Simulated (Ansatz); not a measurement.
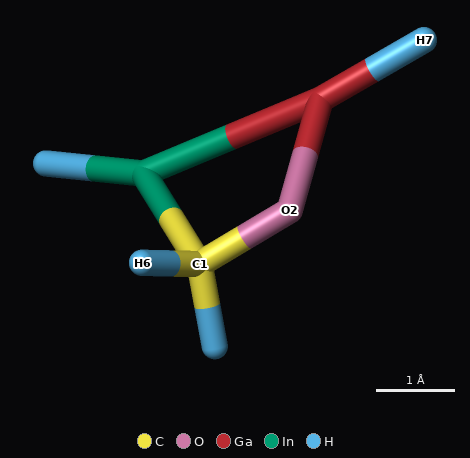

Figure 1. The input geometry (stick view, seen at a tilt; atoms are numbered from 1 in the order of the input). Sticks mark near contacts. Bond lengths as drawn: C–H 1.11 Å, C–In 2.26 Å, C–O 1.39 Å, Ga–H 1.58 Å, Ga–In 2.68 Å, Ga–O 1.84 Å and H–In 1.74 Å.

## Nudged elastic band, with input and output: CH₄GaInO

CH₄GaInO, computed with RKS PBE0-D4/def2-SVP (Ansatz 0.2.0).

It belongs to a series of runs on one base structure; here: band between the two ends. Figures and captions count atoms from 1; the log counts them from 0 in places.

## The input
```yaml
crystal:
  periodic: [false, false, false]
  atoms:
    - { symbol: C, position_ang: [-0.603417, 0.954719, -0.077247] }
    - { symbol: O, position_ang: [0.702025, 0.947653, -0.552268] }
    - { symbol: Ga, position_ang: [1.603272, -0.646274, -0.378823] }
    - { symbol: In, position_ang: [-0.809483, -1.170182, 0.657337] }
    - { symbol: H, position_ang: [-0.751673, 1.680502, 0.743749] }
    - { symbol: H, position_ang: [-1.341351, 1.180192, -0.869311] }
    - { symbol: H, position_ang: [3.088608, -0.62374, -0.921917] }
    - { symbol: H, position_ang: [-1.887981, -2.32287, 1.398469] }
basis:
  gaussian: { orbitals: def2-SVP }
hamiltonian:
  xc: pbe0
  dispersion: d4
neb:
  order_check: false
  images: 5
  f_tol: 0.05
  max_iterations: 60
  final_atoms:
    - { symbol: C, position_ang: [-0.59631453, 0.41576048, -0.43433243] }
    - { symbol: O, position_ang: [0.44534292, 1.37267794, -0.06384659] }
    - { symbol: Ga, position_ang: [1.34165934, -0.53855933, -0.16180713] }
    - { symbol: In, position_ang: [-0.81510041, -1.19773035, 0.99758698] }
    - { symbol: H, position_ang: [0.23724397, 1.79295948, 0.77611175] }
    - { symbol: H, position_ang: [-1.19101131, 0.83038199, -1.26040027] }
    - { symbol: H, position_ang: [2.60693361, -0.27922364, -1.05560127] }
    - { symbol: H, position_ang: [-2.02875358, -2.39626658, 1.20227796] }
  initial_path:
    images:
      - { positions_ang: [[-0.603417, 0.954719, -0.077247], [0.702025, 0.947653, -0.552268], [1.603272, -0.646274, -0.378823], [-0.809483, -1.170182, 0.657337], [-0.751673, 1.680502, 0.743749], [-1.341351, 1.180192, -0.869311], [3.088608, -0.62374, -0.921917], [-1.887981, -2.32287, 1.398469]] }
      - { positions_ang: [[-0.67674178, 1.07097387, -0.0700398], [0.58656913, 1.05681706, -0.52834263], [1.63982229, -0.58034711, -0.40833053], [-0.93191864, -1.23851372, 0.71333135], [-0.50555794, 1.86085094, 0.58976424], [-1.45105661, 1.18122104, -0.82683171], [3.23850711, -0.75156563, -0.87726872], [-1.89962355, -2.59943646, 1.40770681]] }
      - { positions_ang: [[-0.75006656, 1.18722874, -0.06283261], [0.47111326, 1.16598113, -0.50441726], [1.67637257, -0.51442022, -0.43783806], [-1.05435428, -1.30684545, 0.7693257], [-0.25944288, 2.04119988, 0.43577947], [-1.56076221, 1.18225009, -0.78435242], [3.38840622, -0.87939126, -0.83262045], [-1.9112661, -2.87600291, 1.41694461]] }
      - { positions_ang: [[-0.82339135, 1.30348361, -0.05562541], [0.35565739, 1.27514519, -0.48049189], [1.71292286, -0.44849333, -0.46734558], [-1.17678992, -1.37517717, 0.82532005], [-0.01332782, 2.22154882, 0.28179471], [-1.67046782, 1.18327913, -0.74187313], [3.53830533, -1.00721689, -0.78797217], [-1.92290866, -3.15256937, 1.42618242]] }
      - { positions_ang: [[-0.74769908, 1.0075759, -0.18186108], [0.38555257, 1.30765611, -0.34161012], [1.58916835, -0.47851533, -0.36549943], [-1.05622675, -1.31602823, 0.88274236], [0.07019611, 2.07868571, 0.44656705], [-1.51064898, 1.06564675, -0.91471551], [3.22784809, -0.76455247, -0.87718187], [-1.9581903, -2.90046844, 1.3515476]] }
      - { positions_ang: [[-0.6720068, 0.71166819, -0.30809675], [0.41544774, 1.34016703, -0.20272836], [1.46541385, -0.50853733, -0.26365328], [-0.93566358, -1.25687929, 0.94016467], [0.15372004, 1.93582259, 0.6113394], [-1.35083015, 0.94801437, -1.08755789], [2.91739085, -0.52188806, -0.96639157], [-1.99347194, -2.64836751, 1.27691278]] }
      - { positions_ang: [[-0.59631453, 0.41576048, -0.43433243], [0.44534292, 1.37267794, -0.06384659], [1.34165934, -0.53855933, -0.16180713], [-0.81510041, -1.19773035, 0.99758698], [0.23724397, 1.79295948, 0.77611175], [-1.19101131, 0.83038199, -1.26040027], [2.60693361, -0.27922364, -1.05560127], [-2.02875358, -2.39626658, 1.20227796]] }
```

Launched with:
```bash
ansatz run input.yaml --threads 2 --pin off --max-ram 3072MiB --backend cpu --events-out ev --progress --plain --runs-dir out
```

## Output
```
Engine: ansatz 0.2.0, aarch64-unknown-linux-gnu
Functional definition: PBE0
  parameter a = 0.25
  parameter kappa = 0.804
  parameter beta = 0.06672455060314922
  exchange = (1 - a)*pbe_x(kappa = kappa, mu = beta*pi^2/3) + a*exact_x
  correlation = pbe_c(beta = beta)
1228 factors; integrals over basis functions are off by at most 3.3e-4 eV
mean field evaluation 1: about -60672.7369 eV, gradient 5.8e1 eV
mean field evaluation 2: about -60572.5776 eV, gradient 1.9e2 eV
mean field evaluation 4: about -60680.1353 eV, gradient 1.6e1 eV
mean field evaluation 8: about -60680.6199 eV, gradient 3.3e-1 eV
mean field evaluation 16: about -60680.6202 eV, gradient 2.9e-5 eV
mean field -60680.62015619 eV, -2229.9716599385 hartree, gradient 2.9e-5 eV, S^2 0.000000; 0 other end points of the search recorded, 0 dependent functions left out
the calculation of the forces begins
reference -60680.62019096 eV, -2229.9716612161 hartree; 35, 35 occupied and 71, 71 virtual orbitals, 1228 factors
1230 factors; integrals over basis functions are off by at most 8.9e-4 eV
mean field evaluation 32: about -60678.7058 eV, gradient 2.3e-4 eV
mean field -60678.70578814 eV, -2229.9013082102 hartree, gradient 6.0e-5 eV, S^2 0.000000; 0 other end points of the search recorded, 0 dependent functions left out
[... from here on the field's lines of each further geometry are left out, up to the last ...]
NEB iter   1: max|band force component| = 1.404e1 eV/Å  barrier→ = 6.8084 eV  barrier← = 4.8984 eV  Δτ_max = 0.2000 Å  (230 SCF iters)
NEB iter   2: max|band force component| = 5.445e0 eV/Å  barrier→ = 4.5979 eV  barrier← = 2.6878 eV  Δτ_max = 0.2000 Å  (171 SCF iters)
NEB iter   3: max|band force component| = 3.582e0 eV/Å  barrier→ = 3.5158 eV  barrier← = 1.6058 eV  Δτ_max = 0.2000 Å  (167 SCF iters)
NEB iter   4: max|band force component| = 3.332e0 eV/Å  barrier→ = 3.0976 eV  barrier← = 1.1875 eV  Δτ_max = 0.1921 Å  (164 SCF iters)
NEB iter   5: max|band force component| = 1.886e0 eV/Å  barrier→ = 2.6047 eV  barrier← = 0.6947 eV  Δτ_max = 0.1919 Å  (169 SCF iters)
NEB iter   6: max|band force component| = 1.764e0 eV/Å  barrier→ = 2.6486 eV  barrier← = 0.7385 eV  Δτ_max = 0.1984 Å  (163 SCF iters)
NEB iter   7: max|band force component| = 2.098e0 eV/Å  barrier→ = 3.5216 eV  barrier← = 1.6115 eV  Δτ_max = 0.0971 Å  (169 SCF iters)
NEB iter   8: max|band force component| = 1.187e0 eV/Å  barrier→ = 3.3757 eV  barrier← = 1.4656 eV  Δτ_max = 0.1713 Å  (168 SCF iters)
NEB iter   9: max|band force component| = 1.150e0 eV/Å  barrier→ = 3.2642 eV  barrier← = 1.3541 eV  Δτ_max = 0.0830 Å  (167 SCF iters)
NEB iter  10: max|band force component| = 2.683e0 eV/Å  barrier→ = 3.1656 eV  barrier← = 1.2555 eV  Δτ_max = 0.0411 Å  (163 SCF iters)
NEB iter  11: max|band force component| = 1.041e0 eV/Å  barrier→ = 3.0419 eV  barrier← = 1.1318 eV  Δτ_max = 0.0836 Å  (156 SCF iters)
NEB iter  12: max|band force component| = 1.086e0 eV/Å  barrier→ = 2.7829 eV  barrier← = 0.8728 eV  Δτ_max = 0.0796 Å  (156 SCF iters)
NEB iter  13: max|band force component| = 5.124e-1 eV/Å  barrier→ = 2.6656 eV  barrier← = 0.7555 eV  Δτ_max = 0.1728 Å  (164 SCF iters)
NEB iter  14: max|band force component| = 8.031e-1 eV/Å  barrier→ = 2.6043 eV  barrier← = 0.6942 eV  Δτ_max = 0.0832 Å  (160 SCF iters)
NEB iter  15: max|band force component| = 6.106e-1 eV/Å  barrier→ = 2.4760 eV  barrier← = 0.5659 eV  CI = image 3  Δτ_max = 0.1623 Å  (162 SCF iters)
NEB iter  16: max|band force component| = 1.920e0 eV/Å  barrier→ = 2.6899 eV  barrier← = 0.7798 eV  CI = image 3  Δτ_max = 0.1670 Å  (159 SCF iters)
NEB iter  17: max|band force component| = 1.753e0 eV/Å  barrier→ = 2.8687 eV  barrier← = 0.9587 eV  CI = image 3  Δτ_max = 0.1932 Å  (162 SCF iters)
NEB iter  18: max|band force component| = 1.862e0 eV/Å  barrier→ = 3.0519 eV  barrier← = 1.1418 eV  CI = image 3  Δτ_max = 0.1979 Å  (162 SCF iters)
NEB iter  19: max|band force component| = 1.408e0 eV/Å  barrier→ = 3.2050 eV  barrier← = 1.2949 eV  CI = image 3  Δτ_max = 0.1949 Å  (162 SCF iters)
NEB iter  20: max|band force component| = 1.033e0 eV/Å  barrier→ = 3.3471 eV  barrier← = 1.4370 eV  CI = image 3  Δτ_max = 0.1689 Å  (162 SCF iters)
NEB iter  21: max|band force component| = 1.418e0 eV/Å  barrier→ = 3.2350 eV  barrier← = 1.3250 eV  CI = image 3  Δτ_max = 0.0877 Å  (161 SCF iters)
NEB iter  22: max|band force component| = 7.469e-1 eV/Å  barrier→ = 3.2306 eV  barrier← = 1.3206 eV  CI = image 3  Δτ_max = 0.1601 Å  (161 SCF iters)
NEB iter  23: max|band force component| = 7.114e-1 eV/Å  barrier→ = 3.2204 eV  barrier← = 1.3103 eV  CI = image 3  Δτ_max = 0.0646 Å  (161 SCF iters)
NEB iter  24: max|band force component| = 1.879e-1 eV/Å  barrier→ = 3.2114 eV  barrier← = 1.3013 eV  CI = image 3  Δτ_max = 0.0330 Å  (160 SCF iters)
NEB iter  25: max|band force component| = 1.885e-1 eV/Å  barrier→ = 3.2079 eV  barrier← = 1.2978 eV  CI = image 3  Δτ_max = 0.0165 Å  (161 SCF iters)
NEB iter  26: max|band force component| = 3.878e-2 eV/Å  barrier→ = 3.2066 eV  barrier← = 1.2965 eV  CI = image 3  Δτ_max = 0.0330 Å  (163 SCF iters)
NEB iter  27: max|band force component| = 3.476e-1 eV/Å  barrier→ = 3.2045 eV  barrier← = 1.2944 eV  CI = image 3  Δτ_max = 0.0331 Å  (32 SCF iters)
NEB iter  28: max|band force component| = 4.420e-1 eV/Å  barrier→ = 3.2022 eV  barrier← = 1.2922 eV  CI = image 3  Δτ_max = 0.0662 Å  (162 SCF iters)
NEB iter  29: max|band force component| = 3.610e-1 eV/Å  barrier→ = 3.1979 eV  barrier← = 1.2878 eV  CI = image 3  Δτ_max = 0.1162 Å  (160 SCF iters)
NEB iter  30: max|band force component| = 2.337e-1 eV/Å  barrier→ = 3.1922 eV  barrier← = 1.2821 eV  CI = image 3  Δτ_max = 0.0848 Å  (157 SCF iters)
NEB iter  31: max|band force component| = 1.781e-1 eV/Å  barrier→ = 3.1886 eV  barrier← = 1.2785 eV  CI = image 3  Δτ_max = 0.0343 Å  (160 SCF iters)
NEB iter  32: max|band force component| = 1.164e-1 eV/Å  barrier→ = 3.1880 eV  barrier← = 1.2779 eV  CI = image 3  Δτ_max = 0.0077 Å  (162 SCF iters)
the calculation of the forces begins
reference -60678.61228796 eV, -2229.8978721418 hartree; 35, 35 occupied and 71, 71 virtual orbitals, 1230 factors
1228 factors; integrals over basis functions are off by at most 9.8e-4 eV
mean field evaluation 1312: about -60677.4306 eV, gradient 1.0e-1 eV
mean field -60677.43058487 eV, -2229.8544453545 hartree, gradient 2.2e-5 eV, S^2 0.000000; 1 other end points of the search recorded, 0 dependent functions left out
the calculation of the forces begins
reference -60677.43061926 eV, -2229.8544466181 hartree; 35, 35 occupied and 71, 71 virtual orbitals, 1228 factors
NEB iter  33: max|band force component| = 3.463e-2 eV/Å  barrier→ = 3.1878 eV  barrier← = 1.2777 eV  CI = image 3  Δτ_max = 0.0000 Å  (279 SCF iters)
```

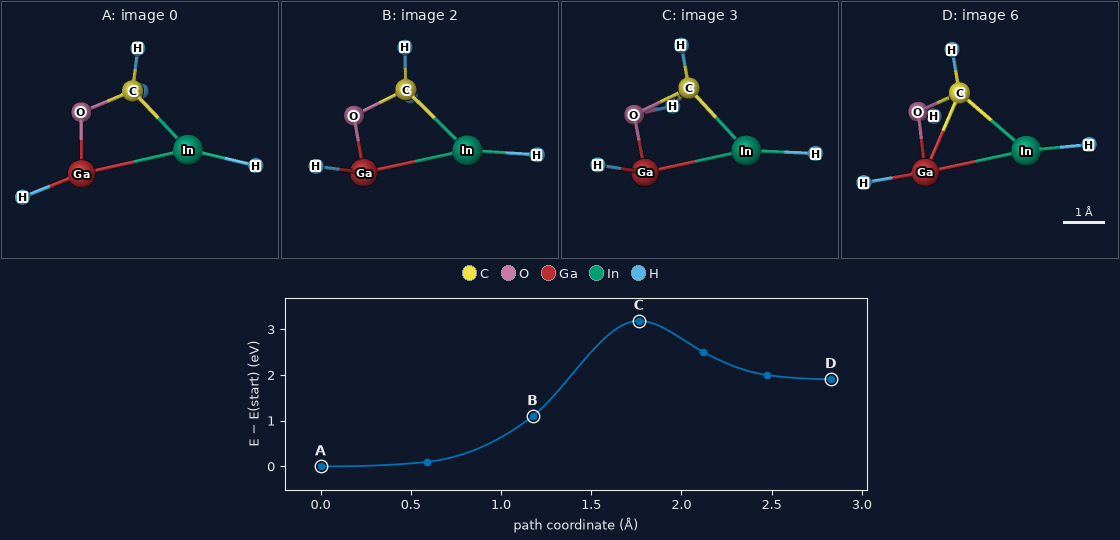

Figure 2. Images of the last band (counted from 0; ball-and-stick, seen at a tilt) above the energy along the path; the line is a cubic interpolation that uses the forces. The highest image is number 3, 3.188 eV above the start and 1.278 eV above the end (the climbing image); the end lies 1.910 eV above the start. The path is 2.83 Å long. The band converged in 33 iterations.

```
Total energy: -60677.58712933 eV, -2229.8601982572 hartree
Atom 0 at    -0.672821     0.622131    -0.254556 Å, force     0.005264    -0.006366     0.002430 eV/Å
Atom 1 at     0.691965     1.347040    -0.027216 Å, force     0.000828     0.006675    -0.006008 eV/Å
Atom 2 at     1.554581    -0.404054    -0.036015 Å, force    -0.000640     0.002679    -0.007572 eV/Å
Atom 3 at    -0.698317    -1.261444     0.773453 Å, force    -0.005209    -0.000435    -0.002650 eV/Å
Atom 4 at    -0.235138     1.404447     0.670893 Å, force    -0.000721     0.000621     0.005619 eV/Å
Atom 5 at    -1.167756     1.043026    -1.136747 Å, force     0.000426     0.000381     0.000552 eV/Å
Atom 6 at     2.444654    -0.451250    -1.337312 Å, force     0.000756    -0.001758     0.005505 eV/Å
Atom 7 at    -1.917168    -2.299897     1.347488 Å, force    -0.000704    -0.001799     0.002125 eV/Å
Dipole moment:    -0.102811    -0.251295     0.175628 e Å
this run last wrote the band of iteration 33 to [file]; this run last wrote the band within `neb.f_tol` of iteration 26 to [file]
```

## The last band as extended XYZ (Å, eV, eV/Å)
```
8
Properties=species:S:1:pos:R:3:forces:R:3 image=0 energy=-60680.77491
C    -0.6034    0.9547   -0.0772   -0.0125  -0.0020   0.0068
O     0.7020    0.9477   -0.5523    0.0152  -0.0094  -0.0022
Ga    1.6033   -0.6463   -0.3788    0.0102   0.0128  -0.0080
In   -0.8095   -1.1702    0.6573   -0.0116   0.0031   0.0020
H    -0.7517    1.6805    0.7437   -0.0010   0.0001  -0.0013
H    -1.3414    1.1802   -0.8693    0.0006   0.0008  -0.0002
H     3.0886   -0.6237   -0.9219   -0.0027  -0.0032   0.0018
H    -1.8880   -2.3229    1.3985    0.0018  -0.0023   0.0010
8
Properties=species:S:1:pos:R:3:forces:R:3 image=1 energy=-60680.67644
C    -0.5650    0.9297   -0.0604   -0.0354   0.1121   0.1069
O     0.8002    1.0457   -0.2667   -0.0218  -0.1184  -0.0618
Ga    1.6400   -0.5849   -0.2559    0.0169  -0.1506  -0.2123
In   -0.7735   -1.2011    0.6787   -0.0504   0.0343  -0.0712
H    -0.9103    1.6393    0.7065   -0.2302   0.1759   0.0063
H    -1.1490    1.0657   -0.9911   -0.0457   0.0270   0.1158
H     2.8857   -0.6085   -1.2113    0.3160  -0.0564   0.0636
H    -1.9281   -2.2859    1.4002    0.0506  -0.0240   0.0527
8
Properties=species:S:1:pos:R:3:forces:R:3 image=2 energy=-60679.67472
C    -0.5493    0.8168   -0.1547    0.7006   1.1961   0.7170
O     0.8131    1.1929   -0.1939    0.7513  -0.9092  -1.0624
Ga    1.6248   -0.4411   -0.0654    0.4604  -0.2042  -0.3412
In   -0.7044   -1.2570    0.7414    0.0523  -0.0262  -0.1944
H    -0.6659    1.4521    0.7225   -2.6693   0.2677   0.4057
H    -1.1245    1.0441   -1.0815    0.1369   0.0218   0.4969
H     2.5538   -0.5258   -1.3192    0.5717  -0.3525  -0.1377
H    -1.9475   -2.2821    1.3509   -0.0039   0.0065   0.1160
8
Properties=species:S:1:pos:R:3:forces:R:3 image=3 energy=-60677.58710
C    -0.6728    0.6221   -0.2546    0.0053  -0.0064   0.0024
O     0.6920    1.3470   -0.0272    0.0008   0.0067  -0.0060
Ga    1.5546   -0.4041   -0.0360   -0.0006   0.0027  -0.0076
In   -0.6983   -1.2614    0.7735   -0.0052  -0.0004  -0.0027
H    -0.2351    1.4044    0.6709   -0.0007   0.0006   0.0056
H    -1.1678    1.0430   -1.1367    0.0004   0.0004   0.0006
H     2.4447   -0.4512   -1.3373    0.0008  -0.0018   0.0055
H    -1.9172   -2.2999    1.3475   -0.0007  -0.0018   0.0021
8
Properties=species:S:1:pos:R:3:forces:R:3 image=4 energy=-60678.26509
C    -0.6643    0.5270   -0.3592    0.0515  -0.6221  -0.6413
O     0.5340    1.3512   -0.0153   -1.0412   0.0501   0.1750
Ga    1.5312   -0.4516   -0.0393   -0.1461  -0.2880  -0.0380
In   -0.7287   -1.2379    0.7930   -0.1960   0.0933   0.0355
H    -0.0176    1.5386    0.7624    1.3878   0.8295   0.6726
H    -1.1870    1.0098   -1.1862   -0.1225  -0.1536  -0.2672
H     2.4466   -0.4356   -1.3234    0.0372   0.2137   0.0969
H    -1.9142   -2.3014    1.3680    0.0293  -0.1230  -0.0336
8
Properties=species:S:1:pos:R:3:forces:R:3 image=5 energy=-60678.77398
C    -0.6297    0.4583   -0.4408    0.0421  -0.1129  -0.0947
O     0.4381    1.3569   -0.0292   -0.1366   0.0219  -0.0003
Ga    1.4516   -0.4873   -0.0461   -0.1597  -0.1009  -0.1322
In   -0.8093   -1.2012    0.8503   -0.1292   0.0526   0.1135
H     0.1399    1.6967    0.8164    0.3780   0.2686   0.1409
H    -1.1766    0.9068   -1.2783   -0.0367  -0.1240  -0.0668
H     2.5234   -0.3529   -1.1900    0.0549   0.1347   0.0805
H    -1.9374   -2.3772    1.3176   -0.0128  -0.1399  -0.0409
8
Properties=species:S:1:pos:R:3:forces:R:3 image=6 energy=-60678.86483
C    -0.5963    0.4158   -0.4343    0.0002  -0.0084   0.0087
O     0.4453    1.3727   -0.0638    0.0031  -0.0088  -0.0105
Ga    1.3417   -0.5386   -0.1618   -0.0005   0.0032  -0.0010
In   -0.8151   -1.1977    0.9976    0.0011   0.0035  -0.0027
H     0.2372    1.7930    0.7761   -0.0005   0.0064   0.0114
H    -1.1910    0.8304   -1.2604   -0.0031   0.0047  -0.0077
H     2.6069   -0.2792   -1.0556    0.0005   0.0005   0.0008
H    -2.0288   -2.3963    1.2023   -0.0009  -0.0010   0.0010
```

## Summary

| quantity | value |
| --- | --- |
| outcome | converged |
| barrier, forward | 3.188 eV |
| barrier, backward | 1.278 eV |
| hardware | 2 threads of Arm Neoverse V1, 24 GiB of memory available, shared host |
| wall time | 10 min (CPU time 20 min) |
| peak memory | 0.27 GiB |

The order of the saddle point was not checked.
